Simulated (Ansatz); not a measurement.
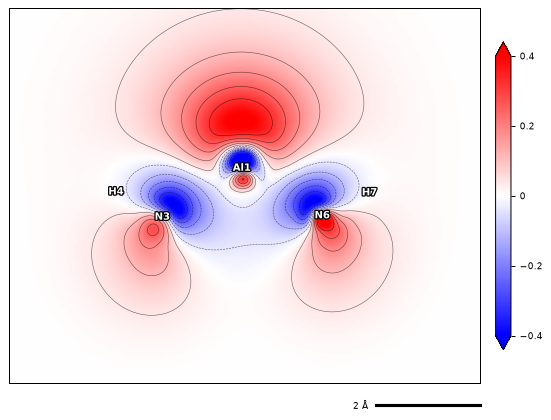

The picture shows: AlH₄N₂···H₂ (doublet). The HOMO (α) on the plane of atoms Al1, N3 and H4 (values in Å⁻³ᐟ²; the overall sign is arbitrary).

Not at a stationary point (largest force 1.4 eV/Å).

Method: UKS B3LYP-D4/6-31G* in Ansatz.

```xyz
9

Al    0.0339   -0.7617   -0.5258
H    -0.0646   -0.2089    2.1818
N     1.5522   -0.0556   -1.1880
H     2.4390   -0.5219   -1.0248
H     1.7075    0.9367   -1.3328
N    -1.5094    0.0845   -0.8977
H    -2.4013   -0.1861   -0.4952
H    -1.6633    0.5900   -1.7666
H    -0.0940    0.1230    2.8093
```

**What is the character of this orbital?**

It lies mainly on Al1 (about 70 %), N6 (about 10 %) and N3 (about 10 %). Its energy is −4.93 eV.
